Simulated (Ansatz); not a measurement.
The starting structures come from a database of crystals and need not be the phases stable at ambient conditions.

 Where the default PAW files enter, the runs use the earlier of Ansatz's two default sets.

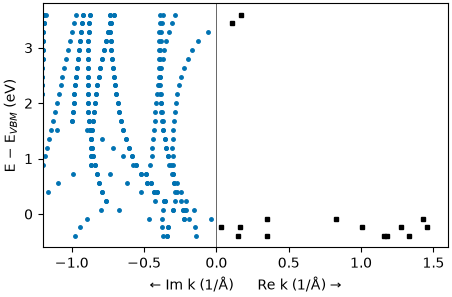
Figure: Complex bands at the centre of the two-dimensional zone; PBEsol in Ansatz (an electronic-structure program)

No gap correction and no spin-orbit coupling; mid-gap values are interpolated between computed energies.

Question: This is CdCl₂ (R-3m, not sure to be the ambient phase, 3 atoms a cell, 25.2 Å³ an atom) along the normal of (110). Read off the slowest decay at the centre of the two-dimensional zone at 1.68 eV, the computed energy nearest the middle of the gap.

Answer: κ ≈ 0.29 1/Å, a decay length 1/(2κ) of the density of 1.7 Å.
